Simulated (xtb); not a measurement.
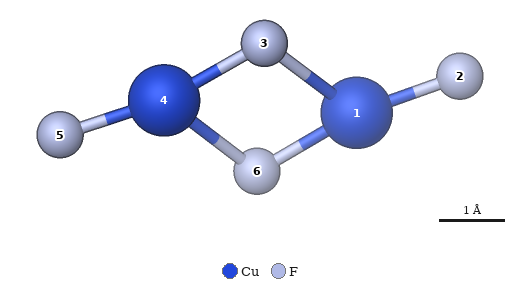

*The input geometry (ball-and-stick view, seen at a tilt; atoms are numbered from 1 in the order of the input). Sticks mark near contacts.*

**Run report: Cu2F4, calculation of the molecule and its ions**

The run: calculation of the molecule and its ions of Cu2F4 (Cu2(F)4), multiplicity 3. Method and program: GFN1-xTB (xtb 6.7.1).

The geometry was optimised with GFN2-xTB.

The input (geom.xyz):
```
6

Cu     1.171311     0.631569    -0.808634
F      1.983808     1.005007    -2.253983
F     -0.673240    -0.370264    -0.909206
Cu    -1.175820    -0.623646     0.808435
F     -1.957142    -1.054260     2.255029
F      0.651073     0.411605     0.908349
```

File .CHRG:
```
0
```

File .UHF:
```
2
```

Hardware: 1 thread of Intel Xeon @ 2.70GHz, 189 GiB of memory available, shared host.

Run as:
```bash
xtb geom.xyz --acc 1 --vipea --gfn 2 --parallel 1 > run.log
```

The program's output:
```
* xtb version 6.7.1
   ID    Z sym.   atoms
    1   29 Cu     1, 4
    2    9 F      2, 3, 5, 6

           -------------------------------------------------
          |                Calculation Setup                |
           -------------------------------------------------

          program call               : xtb geom.xyz --acc 1 --vipea --gfn 2 --parallel 1
          coordinate file            : geom.xyz
          omp threads                :                     1

molecular fragmentation (1/2 indicates fragments):
111112
# atoms in fragment 1/2:     5     1
 fragment masses (1/2) :      184.09       19.00
CMA distance (Bohr)    :   2.483
constraining FC (au)   :  0.0500

           -------------------------------------------------
          |                 G F N 1 - x T B                 |
           -------------------------------------------------

      * Hamiltonian:
        H0-scaling (s, p, d)           1.850000    2.250000    2.000000
        zeta-weighting                 0.000000
      * Dispersion:
        s8                             2.400000
        a1                             0.630000
        a2                             5.000000
        s9                             0.000000
      * Repulsion:
        kExp                           1.500000
        rExp                           1.000000
      * Coulomb:
        alpha                          2.000000
        third order                    atomic
        anisotropic                    false
      * Halogen bond correction:
        rad-scale                      1.300000
        damping                        0.440000

          ...................................................
          :                      SETUP                      :
          :.................................................:
          :  # basis functions                  36          :
          :  # atomic orbitals                  34          :
          :  # shells                           14          :
          :  # electrons                        50          :
          :  # halogen bonds                     0          :
          :  max. iterations                   250          :
          :  Hamiltonian                  GFN1-xTB          :
          :  restarted?                      false          :
          :  GBSA solvation                  false          :
          :  PC potential                    false          :
          :  electronic temp.          300.0000000     K    :
          :  accuracy                    1.0000000          :
          :  -> integral cutoff          0.2500000E+02      :
          :  -> integral neglect         0.1000000E-07      :
          :  -> SCF convergence          0.1000000E-05 Eh   :
          :  -> wf. convergence          0.2000000E-04 e    :
          :  Broyden damping             0.4000000          :
          :  net charge                          0          :
          :  unpaired electrons                  2          :
          ...................................................

 iter      E             dE          RMSdq      gap      omega  full diag
   1    -29.5808901 -0.295809E+02  0.114E+01    5.96       0.0  T
   2    -29.6194207 -0.385306E-01  0.662E+00    6.00       1.0  T
   3    -29.6202795 -0.858866E-03  0.110E+00    6.00       1.0  T
   4    -29.6224728 -0.219325E-02  0.347E-01    5.99       1.0  T
   5    -29.6229786 -0.505796E-03  0.300E-02    5.99       1.4  T
   6    -29.6229794 -0.812884E-06  0.223E-02    5.99       1.8  T
   7    -29.6229809 -0.151789E-05  0.787E-05    5.99     518.5  T
   8    -29.6229809  0.162359E-11  0.584E-05    5.99     699.6  T
   9    -29.6229809 -0.709122E-11  0.308E-06    5.99   13263.5  T

   *** convergence criteria satisfied after 9 iterations ***

         #    Occupation            Energy/Eh            Energy/eV
      -------------------------------------------------------------
         1        2.0000           -0.8120627             -22.0974
       ...           ...                  ...                  ...
        20        2.0000           -0.4282703             -11.6538
        21        2.0000           -0.4214074             -11.4671
        22        2.0000           -0.4206374             -11.4461
        23        2.0000           -0.4193824             -11.4120
        24        1.9987           -0.4153831             -11.3032
        25        1.0008           -0.4022572             -10.9460
        26        1.0006           -0.4020030             -10.9391 (HOMO)
        27                         -0.1817960              -4.9469 (LUMO)
        28                         -0.1672019              -4.5498
        29                         -0.1267583              -3.4493
        30                         -0.0860286              -2.3410
        31                         -0.0003254              -0.0089
       ...                                ...                  ...
        34                          0.9945224              27.0623
      -------------------------------------------------------------
                  HL-Gap            0.2202070 Eh            5.9921 eV
             Fermi-level           -0.3504901 Eh           -9.5373 eV

 transition dipole moment (au) for excitation:          25          26
     X       Y       Z
   2.2179   1.1860  -1.5218  total (au/Debye):    2.940   7.472
 dE (eV)             :    0.007
 oscillator strength :  0.20711E-02

 SCC (total)                   0 d,  0 h,  0 min,  0.011 sec
 SCC setup                      ...        0 min,  0.000 sec (  1.196%)
 Dispersion                     ...        0 min,  0.000 sec (  0.329%)
 classical contributions        ...        0 min,  0.000 sec (  0.107%)
 integral evaluation            ...        0 min,  0.002 sec ( 17.635%)
 iterations                     ...        0 min,  0.003 sec ( 24.847%)
 molecular gradient             ...        0 min,  0.003 sec ( 30.987%)
 printout                       ...        0 min,  0.003 sec ( 24.792%)

         :::::::::::::::::::::::::::::::::::::::::::::::::::::
         ::                     SUMMARY                     ::
         :::::::::::::::::::::::::::::::::::::::::::::::::::::
         :: total energy             -29.616474416428 Eh    ::
         :: gradient norm              0.017392305619 Eh/a0 ::
         :: HOMO-LUMO gap              5.992136693900 eV    ::
         ::.................................................::
         :: SCC energy               -29.622980899643 Eh    ::
         :: -> electrostatic           0.157965762898 Eh    ::
         :: repulsion energy           0.007986747324 Eh    ::
         :: dispersion energy         -0.001480264108 Eh    ::
         :: halogen bond corr.         0.000000000000 Eh    ::
         :: add. restraining           0.000000000000 Eh    ::
         :: total charge              -0.000000000318 e     ::
         :::::::::::::::::::::::::::::::::::::::::::::::::::::

           -------------------------------------------------
          |        vertical delta SCC IP calculation        |
           -------------------------------------------------

 iter      E             dE          RMSdq      gap      omega  full diag
   1    -29.1194858 -0.291195E+02  0.224E+00    0.01       0.0  T
   2    -29.1202563 -0.770530E-03  0.134E+00    0.02       1.0  T
   3    -28.9507347  0.169522E+00  0.508E+00    0.35       1.0  T
   4    -29.1209152 -0.170180E+00  0.261E-01    0.01       1.0  T
   5    -29.1210708 -0.155572E-03  0.560E-02    0.01       1.0  T
   6    -29.1208923  0.178448E-03  0.167E-01    0.02       1.0  T
   7    -29.1210555 -0.163158E-03  0.632E-02    0.01       1.0  T
   8    -29.1210266  0.288925E-04  0.890E-02    0.01       1.0  T
   9    -29.1210809 -0.543156E-04  0.108E-02    0.01       3.8  T
  10    -29.1210816 -0.743547E-06  0.382E-03    0.01      10.7  T
  11    -29.1210817 -0.534461E-07  0.271E-03    0.01      15.0  T
  12    -29.1210818 -0.530685E-07  0.301E-04    0.01     135.6  T
  13    -29.1210818 -0.628106E-09  0.542E-05    0.01     753.3  T
  14    -29.1210818 -0.195932E-10  0.963E-06    0.01    4239.3  T
     SCC iter.                  ...        0 min,  0.004 sec
     gradient                   ...        0 min,  0.003 sec
------------------------------------------------------------------------
empirical IP shift (eV):    4.8455
delta SCC IP (eV):    8.8119
------------------------------------------------------------------------
           -------------------------------------------------
          |        vertical delta SCC EA calculation        |
           -------------------------------------------------

 iter      E             dE          RMSdq      gap      omega  full diag
   1    -29.9231387 -0.299231E+02  0.444E+00    5.82       0.0  T
   2    -29.9271897 -0.405099E-02  0.269E+00    5.96       1.0  T
   3    -29.9273475 -0.157754E-03  0.306E-01    6.16       1.0  T
   4    -29.9203896  0.695786E-02  0.117E+00    6.15       1.0  T
   5    -29.9274486 -0.705897E-02  0.859E-02    6.17       1.0  T
   6    -29.9274788 -0.302658E-04  0.244E-02    6.17       1.7  T
   7    -29.9274789 -0.839055E-07  0.729E-03    6.17       5.6  T
   8    -29.9274792 -0.262761E-06  0.789E-04    6.17      51.8  T
   9    -29.9274792 -0.225302E-08  0.127E-04    6.17     320.3  T
  10    -29.9274792 -0.625633E-10  0.137E-05    6.17    2989.8  T
     SCC iter.                  ...        0 min,  0.002 sec
     gradient                   ...        0 min,  0.003 sec
------------------------------------------------------------------------
empirical EA shift (eV):    4.8455
delta SCC EA (eV):    3.4403
------------------------------------------------------------------------
           -------------------------------------------------
          |                Property Printout                |
           -------------------------------------------------

    * Orbital Energies and Occupations

         #    Occupation            Energy/Eh            Energy/eV
      -------------------------------------------------------------
         1        2.0000           -0.6039036             -16.4331
       ...           ...                  ...                  ...
        14        2.0000           -0.2996537              -8.1540
        15        2.0000           -0.2995748              -8.1518
        16        2.0000           -0.2900537              -7.8928
        17        2.0000           -0.2358623              -6.4181
        18        2.0000           -0.2355685              -6.4101
        19        2.0000           -0.2348318              -6.3901
        20        2.0000           -0.2325791              -6.3288
        21        2.0000           -0.2260554              -6.1513
        22        2.0000           -0.2255499              -6.1375
        23        2.0000           -0.2239396              -6.0937
        24        2.0000           -0.2197187              -5.9789
        25        1.5010           -0.2053668              -5.5883
        26        1.4990           -0.2053591              -5.5881 (HOMO)
        27                          0.0213486               0.5809 (LUMO)
        28                          0.0368652               1.0032
        29                          0.0764143               2.0793
        30                          0.1177732               3.2048
        31                          0.2033216               5.5327
        32                          0.2043459               5.5605
        33                          0.5025356              13.6747
        34                          1.1985778              32.6150
      -------------------------------------------------------------
                  HL-Gap            0.2267076 Eh            6.1690 eV
             Fermi-level           -0.1486841 Eh           -4.0459 eV

  Mulliken/CM5 charges         n(s)   n(p)   n(d)
     1Cu    0.51658  0.69758   0.379  0.613  9.491
     2F    -0.53857 -0.62334   1.819  5.719  0.000
     3F    -0.47780 -0.57403   1.812  5.666  0.000
     4Cu    0.51624  0.69719   0.379  0.613  9.492
     5F    -0.53855 -0.62334   1.819  5.719  0.000
     6F    -0.47790 -0.57407   1.812  5.666  0.000

Wiberg/Mayer (AO) data.
largest (>0.10) Wiberg bond orders for each atom

 ---------------------------------------------------------------------------
     #   Z sym  total        # sym  WBO       # sym  WBO       # sym  WBO
 ---------------------------------------------------------------------------
     1  29 Cu   1.664 --     2 F    0.760     6 F    0.547     3 F    0.317
     2   9 F    0.788 --     1 Cu   0.760
     3   9 F    0.911 --     4 Cu   0.547     1 Cu   0.317
     4  29 Cu   1.663 --     5 F    0.760     3 F    0.547     6 F    0.317
     5   9 F    0.788 --     4 Cu   0.760
     6   9 F    0.911 --     1 Cu   0.547     4 Cu   0.317
 ---------------------------------------------------------------------------

Topologies differ in total number of bonds
Writing topology from bond orders to xtbtopo.mol

 dipole moment from electron density (au)
     X       Y       Z
  -0.0132   0.0251  -0.0014  total (Debye):    0.072

           -------------------------------------------------
          | TOTAL ENERGY              -29.920972714295 Eh   |
          | GRADIENT NORM               0.063281619368 Eh/α |
          | HOMO-LUMO GAP               6.169028721275 eV   |
           -------------------------------------------------

------------------------------------------------------------------------
------------------------------------------------------------------------
 total:
 *  cpu-time:     0 d,  0 h,  0 min,  0.035 sec
 * ratio c/w:     0.990 speedup
 SCF:
 *  cpu-time:     0 d,  0 h,  0 min,  0.028 sec
 * ratio c/w:     0.988 speedup
```

Standard error:
```
normal termination of xtb
```

Summary:

| quantity | value |
| --- | --- |
| outcome | converged |
| electrons treated | 50 |
| total energy | −29.616474 hartree |
| dispersion energy | −0.001480 hartree |
| basis functions | 36 |
| peak memory | 0.072 GiB |

Notes:

Settings chosen away from the usual ones: method = gfn2-xtb; task = vipea; x = {"accuracy": 1}; geo = {"prev": "A"}. The record of the run, not the program, notes: no spin polarisation: high-spin states lie too high.
